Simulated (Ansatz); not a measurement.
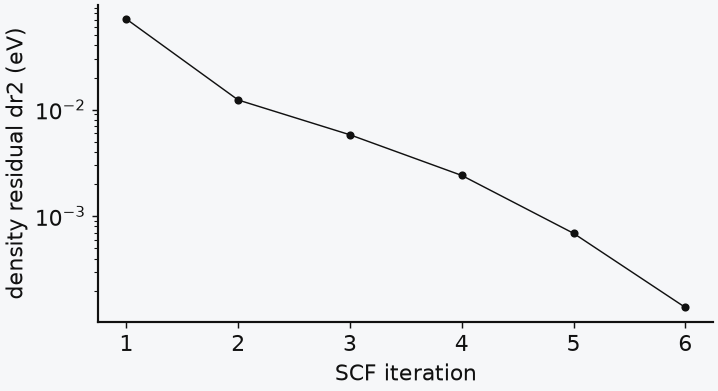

The plot shows the SCF iterations of a calculation: density residual dr2. The starting density is a sum of atomic densities corrected by a trained network.

Ga6As5Sb (interface cell, 12 atoms in the cell), run with Ansatz.

```
crystal:
  lattice:
    - [2.830000, 2.830000, 0.000000]
    - [-2.830000, 2.830000, 0.000000]
    - [0.000000, 0.000000, 17.376719]
  atoms:
    - { symbol: Ga, position: [0.004878, 0.044962, 0.009672] }
    - { symbol: Ga, position: [0.964264, 0.994808, 0.332474] }
    - { symbol: Ga, position: [0.006717, 0.948908, 0.649308] }
    - { symbol: Ga, position: [0.528249, 0.481780, 0.172917] }
    - { symbol: Ga, position: [0.515530, 0.506464, 0.489496] }
    - { symbol: Ga, position: [0.519606, 0.536070, 0.810954] }
    - { symbol: As, position: [0.511015, 0.012867, 0.091541] }
    - { symbol: As, position: [0.475761, 0.010542, 0.406813] }
    - { symbol: As, position: [0.480380, 0.006785, 0.735288] }
    - { symbol: As, position: [0.023498, 0.450071, 0.237935] }
    - { symbol: As, position: [0.985289, 0.519982, 0.567079] }
    - { symbol: Sb, position: [0.983901, 0.478360, 0.902633] }
kpoints:
  mp_grid: { grid: [4, 4, 1] }
hamiltonian:
  xc: pbesol
scf:
  occupations: { method: fermi_dirac, width: 0.01 }
  max_iter: 6
  n_extra_bands: 60
  convergence: { dr2_threshold: 1e-12 }
output:
  forces: true
  eigenvalues: true
  stress: true
```

Launched with:
```bash
ansatz run in.yaml --threads 7 --pin off --max-ram 13300MiB --runs-dir r --events-out ev --progress --plain
```

### How did this run end?

It did not converge: it stopped after 6 iterations. The residual is still falling at the last step (down to 1.4 × 10⁻⁴). From the first spectrum the program read the system as an insulator and chose the LDOS preconditioner.
